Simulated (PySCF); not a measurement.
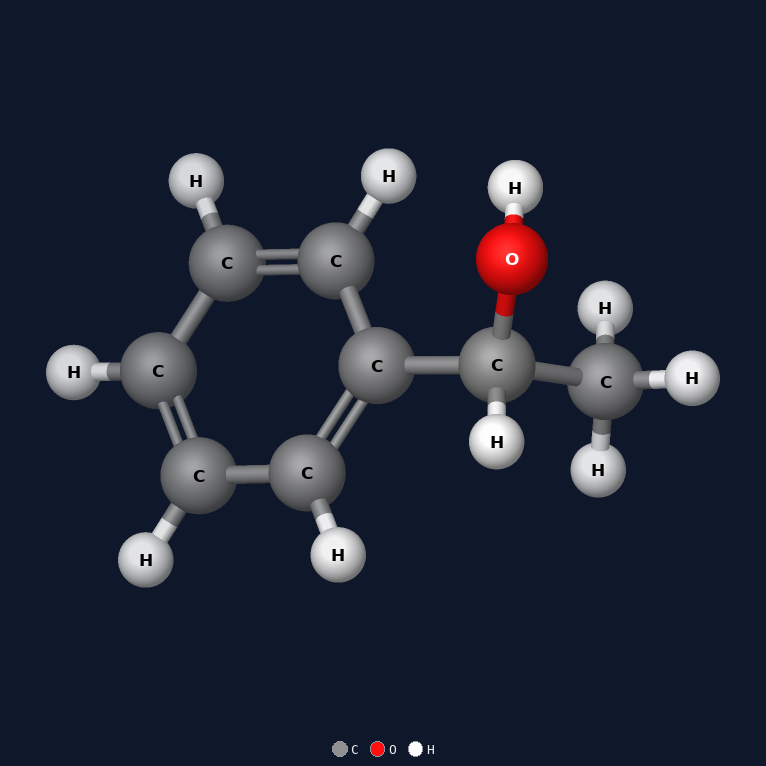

A ball-and-stick model of a molecule.

The computed structure is the end point of a GFN2-xTB optimisation. No frequency run is at hand to confirm it as a minimum.

What is the molecular formula?

C8H10O, 19 atoms: 8 carbon, 10 hydrogen and 1 oxygen.

Does it have rings?

Independent rings (smallest set): 1 of 6 members, 1 of them aromatic.

Name functional groups in it.

Among them: alcohol.

More results for the same structure follow; atom numbers are the same in all pictures, views and colours differ.

## Symmetry

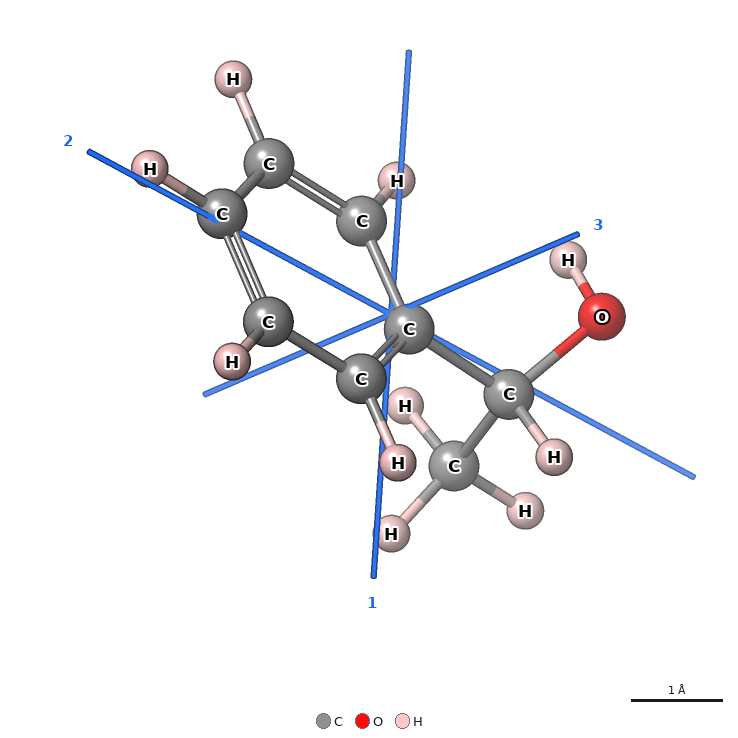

The three principal axes of inertia are drawn and numbered. Distant atoms are faded towards the background colour. No frequency run is at hand to confirm it as a minimum. Masses are those of the most abundant isotopes; constants are for the rigid equilibrium geometry.

Which line is the a axis (least moment of inertia), which b and which c?

a is line 2, b is line 1, c is line 3; the moments are 145, 453, 510 u Å².

What kind of rotor is it, and what are its rotational constants in GHz?

An asymmetric top (C1): A = 3.48, B = 1.12, C = 0.992 GHz. Ray's parameter κ is −0.90, close to the prolate limit.

## NMR shielding

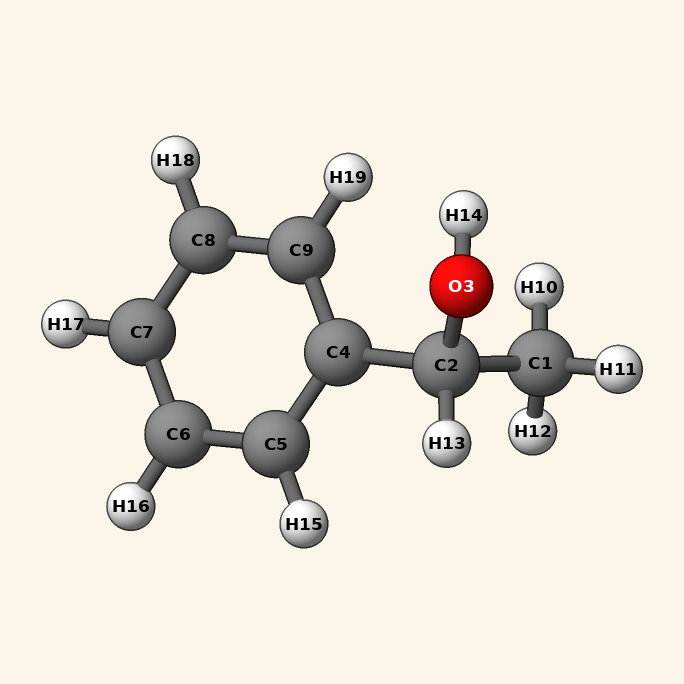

No frequency run is at hand to confirm it as a minimum. Properties computed with GIAO PBE0/pcSseg-1 NMR shielding, non-relativistic, gas phase (PySCF 2.14.0). Principal shieldings σ11 ≤ σ22 ≤ σ33, span Ω = σ33 − σ11, skew κ = 3(σiso − σ22)/Ω.

Give the shielding tensors of the O atoms.

```csv
atom,σ11,σ22,σ33,σiso,Ω,κ
O3,234.6,278.2,301.4,271.4,66.8,−0.31
```

Shieldings and span in ppm.

## Electronic properties

No frequency run is at hand to confirm it as a minimum. Level of theory: PBE0/pcSseg-1, gas phase (PySCF 2.14.0).

Predict the main results.

- dipole moment: 1.62 D
- HOMO energy (Kohn–Sham orbital): −7.21 eV
- LUMO energy (Kohn–Sham orbital): −0.28 eV
- HOMO–LUMO gap: 6.92 eV

## Charges

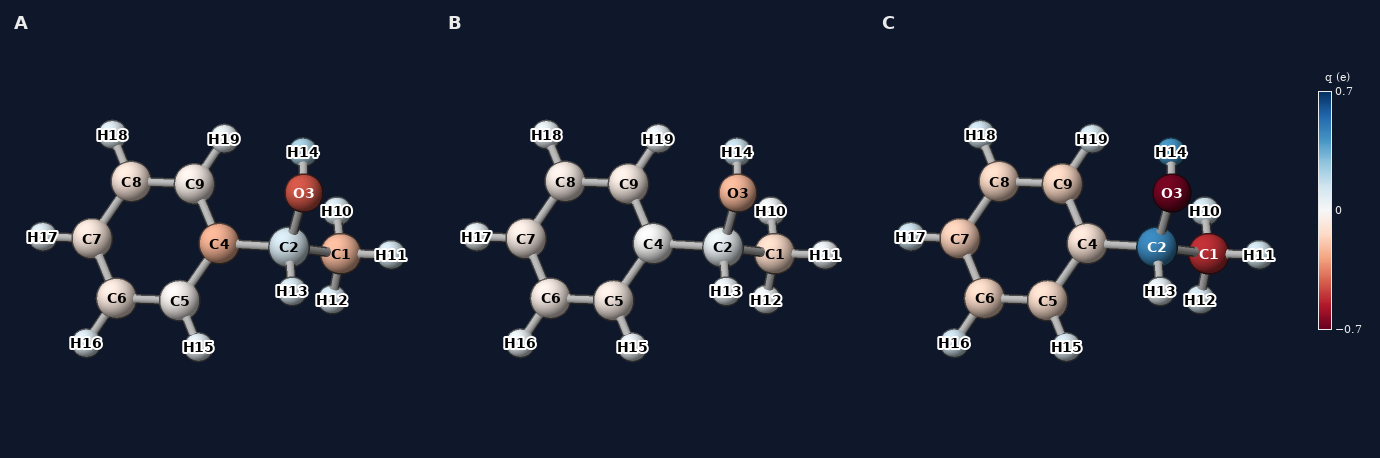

Atomic charges of one calculation by 3 schemes, on one colour scale. No frequency run is at hand to confirm it as a minimum. Method: PBE0/pcSseg-1 (PySCF 2.14.0).

The schemes are ESP-fitted, Hirshfeld, Mulliken. Which panel shows which?

A Mulliken, B Hirshfeld, C ESP-fitted.

List the charges (e), one line for each set of equivalent atoms.

```tsv
atom	Mulliken	Hirshfeld	ESP-fitted
C1	−0.22	−0.13	−0.51
C2	0.12	0.05	0.45
O3	−0.43	−0.23	−0.67
C4	−0.24	0.00	−0.09
C5	−0.02	−0.05	−0.12
C6	−0.07	−0.05	−0.13
C7	−0.08	−0.05	−0.16
C8	−0.08	−0.05	−0.13
C9	−0.04	−0.05	−0.14
H10	0.10	0.04	0.13
H11	0.12	0.04	0.13
H12	0.12	0.04	0.13
H13	0.11	0.05	0.06
H14	0.22	0.15	0.41
H15	0.07	0.05	0.10
H16	0.09	0.05	0.14
H17	0.09	0.05	0.14
H18	0.09	0.05	0.14
H19	0.05	0.04	0.12
```

Mulliken values depend strongly on the basis set and can even reverse the polarity of a bond.
